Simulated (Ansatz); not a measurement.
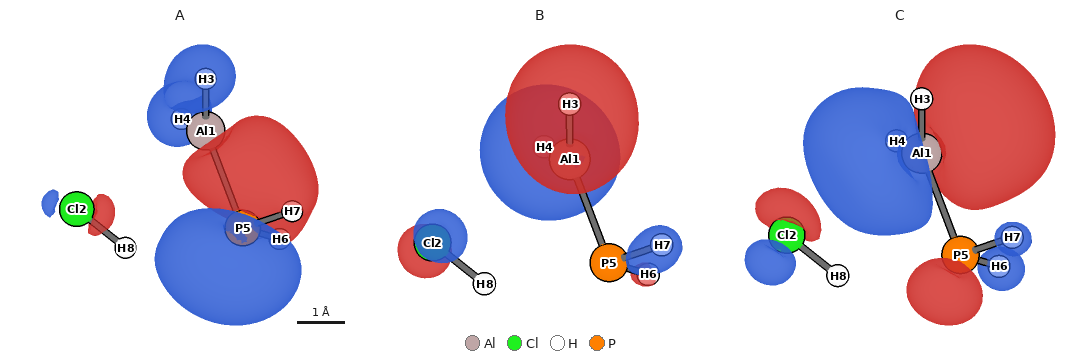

*AlH₄P···HCl. Three frontier orbitals at ±0.08 Å⁻³ᐟ² (blue and red are the two phases), in no order.*

Not at a stationary point (largest force 1.0 eV/Å).

Theory: Ansatz 0.2.0, RKS B3LYP-D4/def2-SVP.

```xyz
8

Al    0.1096   -0.5476   -0.3706
Cl   -0.1243    0.2789    2.9419
H     1.4491    0.2363   -0.6772
H    -1.3180   -0.0020   -0.7778
P     0.2207   -2.5746    0.7076
H    -0.6978   -3.3121   -0.0933
H     1.4153   -3.0856    0.1246
H    -0.0855   -1.0542    2.8167
```

**Which picture is the HOMO−1, the HOMO and the LUMO?**

B is the HOMO−1 (−8.37 eV). By Hirshfeld shares it lies mainly on Al1 (about 35 %), H4 (about 30 %) and H3 (about 30 %). A is the HOMO (−7.06 eV). It lies mainly on P5 (about 65 %) and Al1 (about 15 %); largely a lone pair of P5. C is the LUMO (−1.55 eV). It lies mainly on Al1 (about 70 %) and P5 (about 10 %).

**What is the HOMO–LUMO gap?**

5.51 eV between the orbital energies.
